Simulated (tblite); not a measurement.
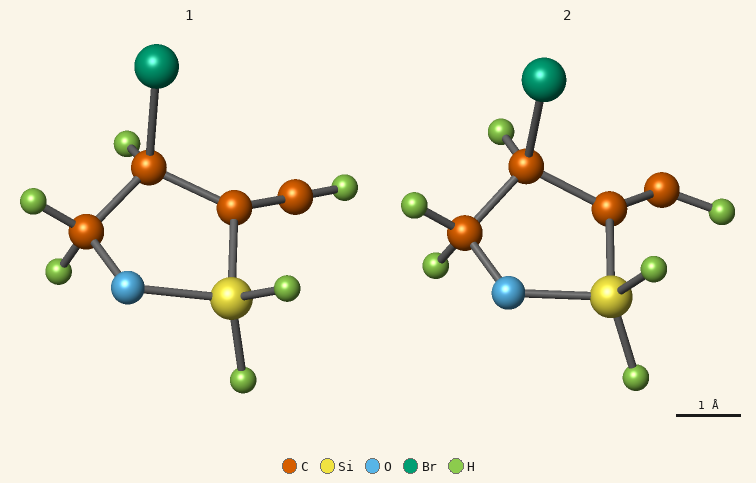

Two geometries of C4H6BrOSi (multiplicity 2), drawn at one scale. One is the start of a relaxation, the other its converged end. A ball-and-stick model, seen at a tilt.

Computed with GFN2-xTB geometry optimisation, gas phase (tblite 0.8.0). 

### Which one is relaxed?

Structure 2 is the relaxed one. Over 76 geometry steps the energy falls by 11.5 kcal/mol. The largest move after the best rigid fit is that of an H atom, 0.40 Å. By element the largest moves are H 0.40 Å, Br 0.39 Å, C 0.32 Å, O 0.23 Å, Si 0.05 Å. Among the contacts that change: C–Si 1.833 → 1.946 Å, O–Si 1.701 → 1.632 Å, H–Si 1.486 → 1.454 Å, C–C 1.314 → 1.282 Å. Among the angles between lasting bonds that change: C–C–H 179.3° → 136.9°, C–C–Si 122.6° → 132.0°, Si–O–C 109.4° → 116.3°.
